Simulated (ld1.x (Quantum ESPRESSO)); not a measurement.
## Pseudopotential generation: F (part 2 of 2)

The same run, continued: fluorine (F, Z = 9), core [He], reference valence 2s2 2p3 (an ion of charge +2), valence charge 7. Method: RRKJ potential, LDA (PZ), scalar-relativistic, made with ld1.x (Quantum ESPRESSO) 7.5.

Output of the test run (extracts), continued:
```
     ---------------------- Testing the pseudopotential ----------------------

     F
     scalar relativistic calculation

     atomic number is  9.00   valence charge is  7.00
     dft =PZ   lsd =0 sic =0 latt =0  beta=0.20 tr2=1.0E-14
     mesh =1105 r(mesh) =  99.76081 xmin = -7.00 dx = 0.01250

     n l     nl             e AE (Ry)        e PS (Ry)    De AE-PS (Ry)
     1 0     2S   1( 1.00)       -2.21457       -2.17248       -0.04210  !
     2 1     2P   1( 6.00)       -0.86013       -0.85379       -0.00634  !

     eps = 8.9E-15  iter = 12

     Etot =    -197.021864 Ry,     -98.510932 Ha,   -2680.619019 eV
     Etotps =   -46.024473 Ry,     -23.012236 Ha,    -626.194851 eV
     dEtot_ae =      -2.916227 Ry
     dEtot_ps =      -2.955897 Ry,   Delta E=       0.039670 Ry

     Ekin =      35.328214 Ry,      17.664107 Ha,     480.664841 eV
     Encl =    -116.492037 Ry,     -58.246018 Ha,   -1584.954903 eV
     Ehrt =      41.421133 Ry,      20.710566 Ha,     563.563219 eV
     Ecxc =      -8.622343 Ry,      -4.311171 Ha,    -117.312948 eV
     Epseu=       2.340560 Ry,       1.170280 Ha,      31.844939 eV

     ---------------------- End of pseudopotential test ----------------------

     ---------------------- Testing the pseudopotential ----------------------

     F
     scalar relativistic calculation

     atomic number is  9.00   valence charge is  7.00
     dft =PZ   lsd =1 sic =0 latt =0  beta=0.20 tr2=1.0E-14
     mesh =1105 r(mesh) =  99.76081 xmin = -7.00 dx = 0.01250

     n l     nl             e AE (Ry)        e PS (Ry)    De AE-PS (Ry)
     1 0     2S   1( 1.00)       -5.13565       -5.15770        0.02206  !
     2 1     2P   1( 3.00)       -3.78652       -3.79749        0.01098  !
     1 0     2S   2( 1.00)       -4.64863       -4.62251       -0.02611  !
     2 1     2P   2( 0.00)       -3.27252       -3.26678       -0.00574  !

     eps = 1.2E-15  iter = 14

     Etot =    -194.480571 Ry,     -97.240285 Ha,   -2646.042962 eV
     Etotps =   -43.452647 Ry,     -21.726324 Ha,    -591.203382 eV
     dEtot_ae =      -0.374934 Ry
     dEtot_ps =      -0.384072 Ry,   Delta E=       0.009138 Ry

     Ekin =      26.186305 Ry,      13.093153 Ha,     356.282832 eV
     Encl =     -92.731141 Ry,     -46.365571 Ha,   -1261.671452 eV
     Ehrt =      24.418028 Ry,      12.209014 Ha,     332.224193 eV
     Ecxc =      -6.755626 Ry,      -3.377813 Ha,     -91.914975 eV
     Epseu=       5.429787 Ry,       2.714894 Ha,      73.876020 eV

     ---------------------- End of pseudopotential test ----------------------

     ---------------------- Testing the pseudopotential ----------------------

     F
     scalar relativistic calculation

     atomic number is  9.00   valence charge is  7.00
     dft =PZ   lsd =1 sic =0 latt =0  beta=0.20 tr2=1.0E-14
     mesh =1105 r(mesh) =  99.76081 xmin = -7.00 dx = 0.01250

     n l     nl             e AE (Ry)        e PS (Ry)    De AE-PS (Ry)
     1 0     2S   1( 1.00)       -2.23112       -2.19408       -0.03705  !
     2 1     2P   1( 3.00)       -0.88094       -0.87363       -0.00731  !
     1 0     2S   2( 1.00)       -2.11613       -2.06942       -0.04672  !
     2 1     2P   2( 2.00)       -0.76941       -0.75736       -0.01205  !

     eps = 8.7E-15  iter = 13

     Etot =    -198.401386 Ry,     -99.200693 Ha,   -2699.388377 eV
     Etotps =   -47.371288 Ry,     -23.685644 Ha,    -644.519201 eV
     dEtot_ae =      -4.295749 Ry
     dEtot_ps =      -4.302712 Ry,   Delta E=       0.006963 Ry

     Ekin =      31.933082 Ry,      15.966541 Ha,     434.471718 eV
     Encl =    -116.940281 Ry,     -58.470140 Ha,   -1591.053571 eV
     Ehrt =      41.692273 Ry,      20.846137 Ha,     567.252273 eV
     Ecxc =      -8.704450 Ry,      -4.352225 Ha,    -118.430080 eV
     Epseu=       4.648088 Ry,       2.324044 Ha,      63.240458 eV

     ---------------------- End of pseudopotential test ----------------------
```

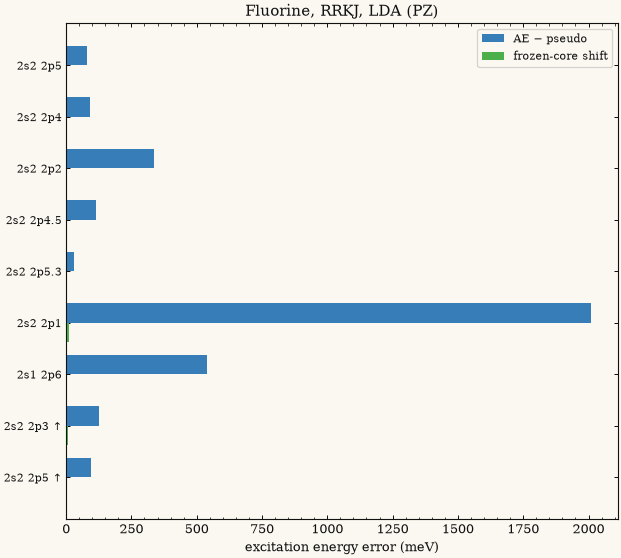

Figure 1. Errors, all-electron minus pseudo, of the energies of valence configurations relative to the unpolarised reference 2s2 2p3. An arrow marks spin-polarised runs filled by Hund’s rule. The frozen-core shift is the all-electron excitation energy with the core held at its reference shape less the relaxed one.

- Worst configuration: 2s2 2p1 (charge +4): the error is +2011 meV on an all-electron energy of +146.60 eV relative to the reference, or 1.4 %.
- Errors in meV: 2s2 2p5: +79; 2s2 2p4: +92; 2s2 2p2: +336; 2s2 2p4.5: +115; 2s2 2p5.3: +31; 2s2 2p1: +2011; 2s1 2p6: +540; 2s2 2p3 ↑: +124; 2s2 2p5 ↑: +95.

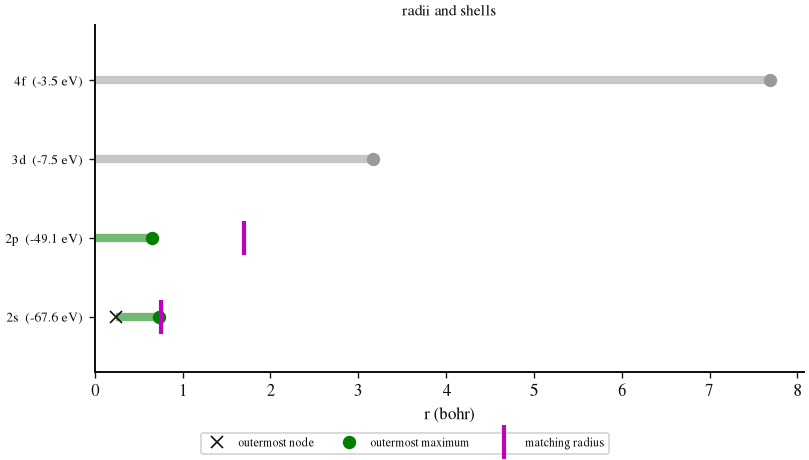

Figure 2. Outer shells of the all-electron reference atom: each bar runs from the outermost node (or the nucleus) to the outermost maximum of u(r); the tick is the radius chosen for the pseudo-wave. Shells without a tick have no pseudo-wave of their own. Levels, nodes and maxima are from ld1.x, scalar-relativistic.

- Radii against the shells: 2s: 0.75 bohr, outside the maximum; 2p: 1.70 bohr, outside the maximum.

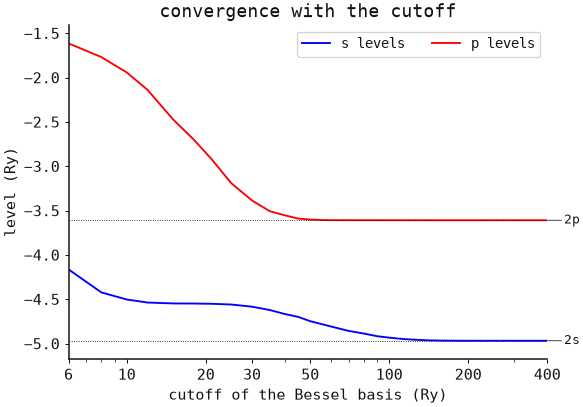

Figure 3. The pseudo-atom Hamiltonian at the reference potential is diagonalised in spherical Bessel functions (20 bohr box) up to the cutoff. Curves: the lowest levels of each channel that holds a bound state. Dotted lines: the all-electron valence levels.

- Ghost states: no ghost state below the valence levels in the s, p, d, f channels. The curves of the valence states settle on the dotted lines.
- All-electron valence levels: 2s: -5.0 Ry; 2p: -3.6 Ry.

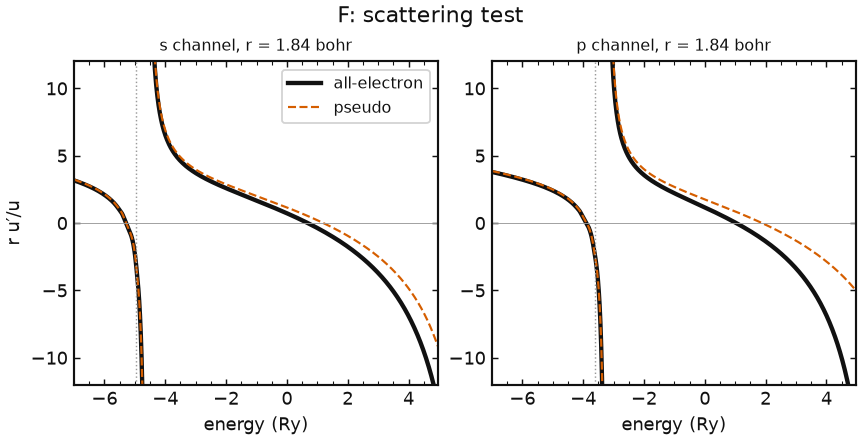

Figure 4. Logarithmic derivatives r u′/u at the test radius against energy, all-electron atom (solid) and pseudo-atom (dashed). Here u = r R(r). The dotted line marks the reference energy of the channel.

- Ghost states: the plot shows none: pseudo and all-electron curves have the same branches in all channels drawn. The separate test gives: no ghost state below the valence levels in the s, p, d, f channels.
- Zeros of the logarithmic derivative: s: all-electron -5.3 and 0.7 Ry, pseudo -5.3 and 1.2 Ry; p: all-electron -3.9 and 1.0 Ry, pseudo -3.9 and 1.9 Ry.
- Poles, where the radial function vanishes at the test radius: s: all-electron at -4.6 Ry, pseudo at -4.6 Ry; p: all-electron at -3.2 Ry, pseudo at -3.2 Ry.

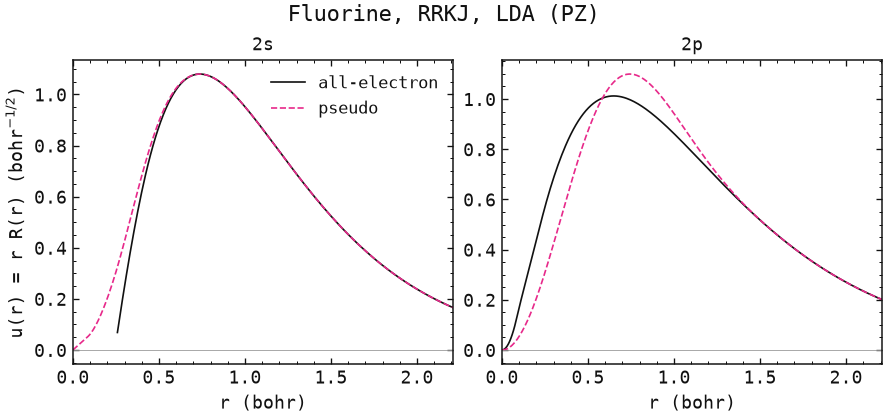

Figure 5. Partial waves u(r) = r R(r), all-electron (solid) and pseudo (dashed). The innermost oscillations of some all-electron curves aren't drawn. Reference configuration 2s2 2p3.

- Matching radii: 2s at 0.75 bohr; 2p at 1.70 bohr. The curves merge smoothly, so the plot gives these only roughly.
- Nodes of the pseudo-waves: 2s has no node; 2p has no node.

Key numbers:

- outcome: generated
- cutoffs needed: 160 Ry and 200 Ry (the cutoffs, on a coarse ladder, from which the occupation-weighted sum of valence levels, in a spherical-Bessel basis at the reference potential, stays within 10 and 1 mRy of its value at 400 Ry); ghost states and empty shells don't enter this sum
- ghost test: no ghost state below the valence levels in the s, p, d, f channels (spherical-Bessel basis up to 400 Ry, 20 bohr box)
- largest excitation error: +2011 meV (all-electron minus pseudo) for 2s2 2p1, out of 7 test configurations
- range over which the phases arctan(r u′/u) at the test radius agree within 0.05 rad (a looser test near the poles than one of phase shifts): s: up to about -1.5 Ry; p: up to about -1.3 Ry
- hardware: 1 CPU thread, shared host
- wall time: 2 s

Remarks:

An excitation error of 2011 meV in its own tests makes this a poorly transferable potential.
